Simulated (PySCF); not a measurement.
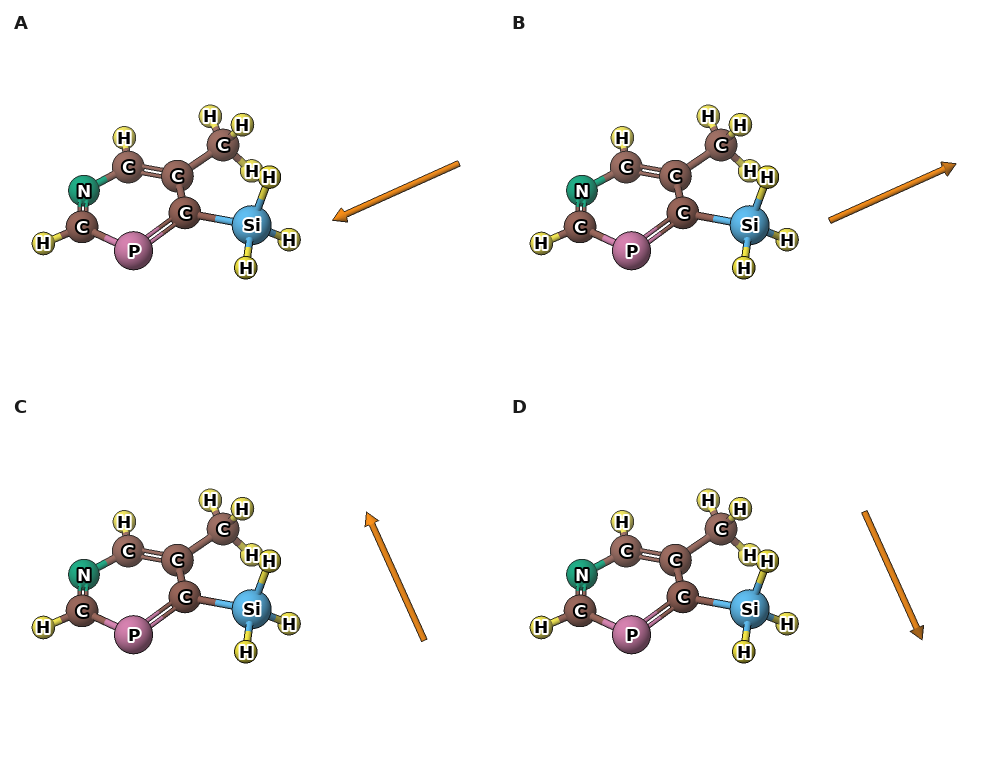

The same molecule four times, each with an arrow. The computed structure is the end point of a GFN2-xTB optimisation. No frequency run is at hand to confirm it as a minimum. Level of theory: PBE0/pcSseg-1, gas phase (PySCF 2.14.0).

**Which arrow points along the dipole moment, from the negative to the positive end?**

B. The dipole moment is 2.16 D.

The geometry is semi-empirical. Around P, Si such bond lengths and angles can be off by a tenth of an ångström or more and by several degrees, and values that hang on the shape move with them.
